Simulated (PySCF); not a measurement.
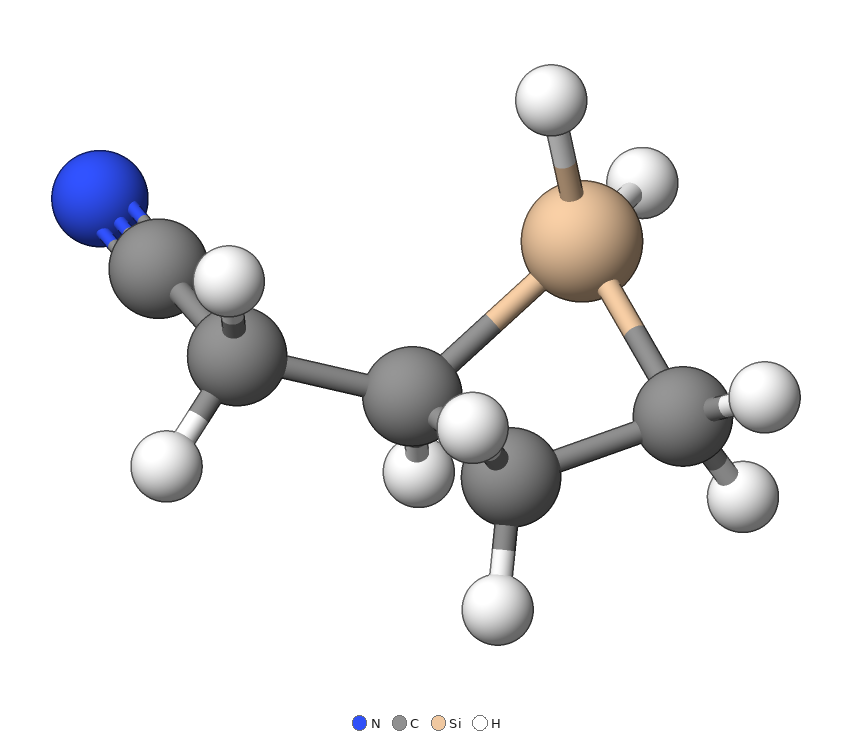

Simulated data, not a measurement (program: PySCF).

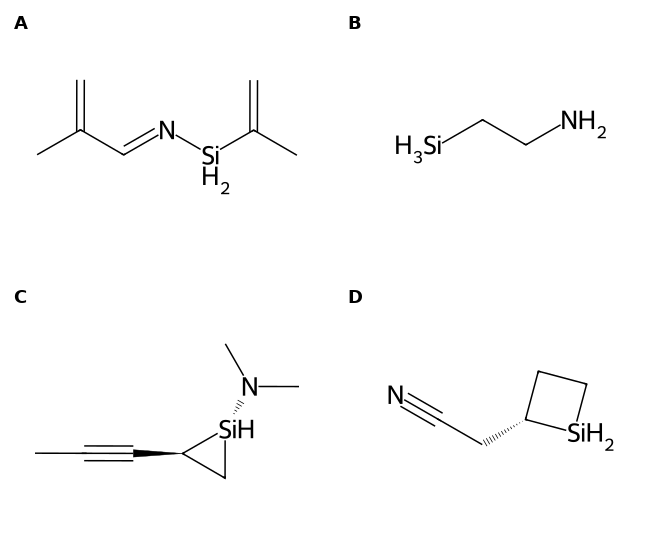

Which structural formula matches the 3D model?

D, `N#CC[C@@H]1CC[SiH2]1`.
